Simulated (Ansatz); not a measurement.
C2H7FSn

Input file:

```
crystal:
  periodic: [false, false, false]
  atoms:
    - {symbol: C, position_ang: [-0.422553, -0.869959, 2.326201]}
    - {symbol: C, position_ang: [-1.102996, -1.185007, 1.000427]}
    - {symbol: F, position_ang: [-0.348592, 1.839707, 0.234697]}
    - {symbol: Sn, position_ang: [-1.840548, 0.593854, 0.045465]}
    - {symbol: H, position_ang: [0.013414, -1.775615, 2.778128]}
    - {symbol: H, position_ang: [-1.130171, -0.448189, 3.057574]}
    - {symbol: H, position_ang: [0.386752, -0.135870, 2.195377]}
    - {symbol: H, position_ang: [-0.405309, -1.655793, 0.289895]}
    - {symbol: H, position_ang: [-1.948650, -1.880492, 1.126057]}
    - {symbol: H, position_ang: [-3.136377, 1.355200, 0.872012]}
    - {symbol: H, position_ang: [-2.105386, 0.475987, -1.644168]}
basis:
  gaussian: {orbitals: def2-TZVPD}
total_charge: 0
hamiltonian: {xc: pbe0}
output: {forces: true, orbitals: {seedname: orbitals}}
```

Launched as:

```sh
ansatz run input.yaml --threads 2 --pin off --max-ram 4350MiB --events-out events.jsonl --progress --plain --runs-dir runs
```

Geometry: PBE0-D3(BJ)/def2-SVP; core potentials replace the inner electrons of Sn.

All numbers below come from isolated molecule in a Gaussian basis; Kohn-Sham density functional theory, functional PBE0 in Ansatz.

Question: What will maps of the electron density and electron localisation function show?

Answer: C–C (1.52 Å): ρ at the midpoint is about 1.6 e/Å³; the ELF peaks at about 0.95 between the atoms; localised, covalent bonding.
C–Sn (2.15 Å): the density is about 0.73 e/Å³ at the midpoint; the ELF peaks at about 0.90 in the valence shell of C, 0.8 Å from its nucleus, and drops to about 0.20 between the two atoms.
C–H (1.10 Å): ρ is about 2 e/Å³ halfway; the ELF climbs to about 1 towards the hydrogen, as it does in any bond to H: an ordinary covalent bond to hydrogen.

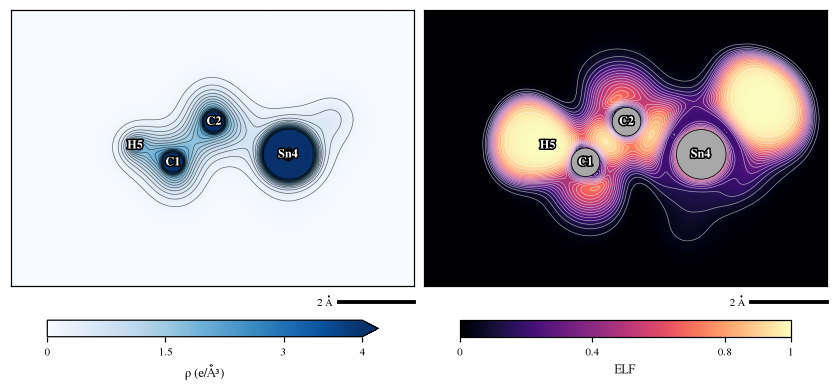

Computed electron density and electron localisation function on the plane of atoms C1, C2 and Sn4, in this order. Grey discs cover the atomic cores in the ELF map. 
